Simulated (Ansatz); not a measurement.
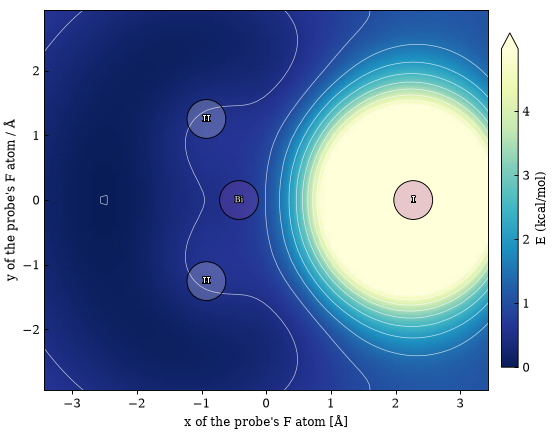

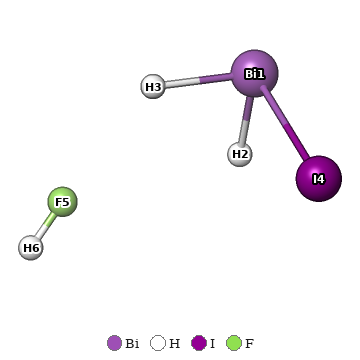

Energy landscape of BiH₂I with the probe HF. The probe is moved over a plane parallel to the molecule's main plane, 2.64 Å above it. The first coordinate is: x of the probe's F atom; the second: y of the probe's F atom. Nothing is relaxed (molecule and probe rigid, the probe upright with F nearest the plane). Grid: 15 × 13 points; 105 points were computed and 90 follow by symmetry. Points are written as (first, second). Energies are in kcal/mol, from the lowest grid point. Level of theory: RHF-MP2, frozen core/def2-SVPD in Ansatz.

The picture shows a smooth colour map with a few white contour lines, labelled circles for the molecule's atoms, projected on the plane, one colour for all values above the top of the scale. Between grid points the surface is interpolated. The second picture is the structure at the lowest point.

Q: Summarise what can be read from the map.

A: The lowest grid point is at (−2.45 Å, 0.00 Å). It is the only kind of minimum in the scanned range. The highest grid point, (2.45 Å, 0.00 Å), lies 15.6 kcal/mol above the lowest. Near the minimum the curvatures are about 0.007 and 0.035 eV/Å² along the soft and the stiff direction.

The values on the grid:

| y of the probe's F atom ↓, x of the probe's F atom → | −3.43 | −2.94 | −2.45 | −1.96 | −1.47 | −0.98 | −0.49 | 0.00 | 0.49 | 0.98 | 1.47 | 1.96 | 2.45 | 2.94 | 3.43 |
| --- | --- | --- | --- | --- | --- | --- | --- | --- | --- | --- | --- | --- | --- | --- | --- |
| 2.94 | 0.6 | 0.5 | 0.4 | 0.3 | 0.2 | 0.2 | 0.3 | 0.4 | 0.6 | 0.8 | 1.0 | 1.1 | 1.2 | 1.1 | 1.1 |
| 2.45 | 0.5 | 0.4 | 0.2 | 0.2 | 0.1 | 0.1 | 0.2 | 0.3 | 0.5 | 0.8 | 1.1 | 1.4 | 1.4 | 1.3 | 1.1 |
| 1.96 | 0.4 | 0.3 | 0.1 | 0.1 | 0.1 | 0.2 | 0.3 | 0.4 | 0.6 | 1.2 | 1.9 | 2.4 | 2.4 | 2.0 | 1.4 |
| 1.47 | 0.3 | 0.2 | 0.1 | 0.1 | 0.3 | 0.5 | 0.5 | 0.6 | 1.1 | 2.1 | 3.6 | 4.8 | 4.8 | 3.7 | 2.3 |
| 0.98 | 0.3 | 0.1 | 0.0 | 0.1 | 0.4 | 0.6 | 0.6 | 0.8 | 1.7 | 3.8 | 6.7 | 9.0 | 9.0 | 6.7 | 3.7 |
| 0.49 | 0.2 | 0.1 | 0.0 | 0.1 | 0.4 | 0.5 | 0.6 | 1.0 | 2.4 | 5.5 | 9.9 | 13.5 | 13.5 | 9.9 | 5.3 |
| 0.00 | 0.2 | 0.1 | 0.0 | 0.1 | 0.3 | 0.5 | 0.6 | 1.0 | 2.6 | 6.2 | 11.4 | 15.6 | 15.6 | 11.4 | 6.0 |
| −0.49 | 0.2 | 0.1 | 0.0 | 0.1 | 0.4 | 0.5 | 0.6 | 1.0 | 2.4 | 5.5 | 9.9 | 13.5 | 13.5 | 9.9 | 5.3 |
| −0.98 | 0.3 | 0.1 | 0.0 | 0.1 | 0.4 | 0.6 | 0.6 | 0.8 | 1.7 | 3.8 | 6.7 | 9.0 | 9.0 | 6.7 | 3.7 |
| −1.47 | 0.3 | 0.2 | 0.1 | 0.1 | 0.3 | 0.5 | 0.5 | 0.6 | 1.1 | 2.1 | 3.6 | 4.8 | 4.8 | 3.7 | 2.3 |
| −1.96 | 0.4 | 0.3 | 0.1 | 0.1 | 0.1 | 0.2 | 0.3 | 0.4 | 0.6 | 1.2 | 1.9 | 2.4 | 2.4 | 2.0 | 1.4 |
| −2.45 | 0.5 | 0.4 | 0.2 | 0.2 | 0.1 | 0.1 | 0.2 | 0.3 | 0.5 | 0.8 | 1.1 | 1.4 | 1.4 | 1.3 | 1.1 |
| −2.94 | 0.6 | 0.5 | 0.4 | 0.3 | 0.2 | 0.2 | 0.3 | 0.4 | 0.6 | 0.8 | 1.0 | 1.1 | 1.2 | 1.1 | 1.1 |

Each point was launched as `ansatz run input.yaml --threads 1 --pin off --max-ram 2560MiB --backend cpu --events-out ev --progress --plain --runs-dir out`. The whole map (105 points run) took 28 min on 1 thread of Arm Neoverse N1 (shared host).
